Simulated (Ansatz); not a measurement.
System: BH$_{4}$N.

Input

```
crystal:
  periodic: [false, false, false]
  atoms:
    - { symbol: B, position_ang: [0.0, 0.0, 0.0] }
    - { symbol: "N", position_ang: [0.0, 0.0, 1.55] }
    - { symbol: H, position_ang: [-0.877, -0.2713, 2.08] }
    - { symbol: H, position_ang: [0.877, 0.2713, 2.08] }
    - { symbol: H, position_ang: [1.0305, 0.0, -0.595] }
    - { symbol: H, position_ang: [-1.0305, 0.0, -0.595] }
basis:
  gaussian: { orbitals: def2-SVP }
hamiltonian:
  xc: b3lyp
  dispersion: d4
relax:
  f_tol: 0.02
  max_steps: 40
output:
  orbitals: {}
```

Command:

```sh
ansatz run input.yaml --threads 1 --pin off --max-ram 2048MiB --backend cpu --events-out ev --progress --plain --runs-dir out
```

The fields are those of the run's last geometry, not of the input's.

These are results of RKS B3LYP-D4/def2-SVP in Ansatz 0.2.0, not measurements.

> Predict the electron density and electron localisation function between the atoms.

B–N (1.39 Å): ρ is about 2 e/Å³ halfway; the ELF peaks at about 0.95 between the atoms, as expected for a short, strongly polar bond.
N–H (1.01 Å): ρ at the midpoint is about 2.8 e/Å³; the ELF climbs to about 1 towards the hydrogen, as it does in any bond to H (a covalent bond by its length).
B–H (1.21 Å): the density is about 1.2 e/Å³ at the midpoint; the ELF climbs to about 1 towards the hydrogen (a covalent bond by its length).

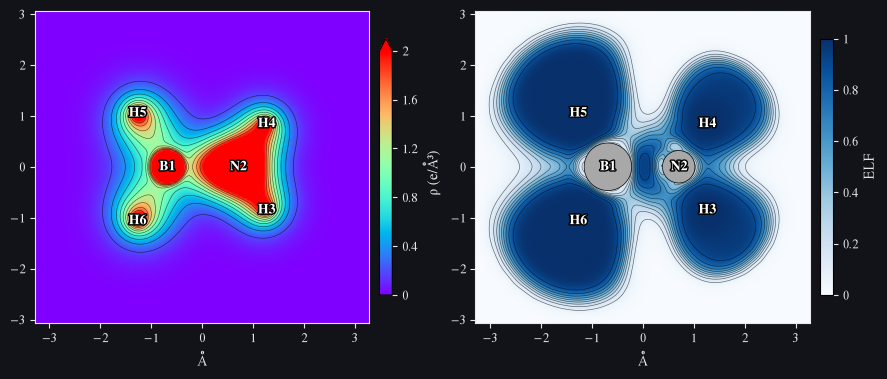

Computed electron density and electron localisation function on the molecular plane, in this order. Grey discs cover the atomic cores in the ELF map. 
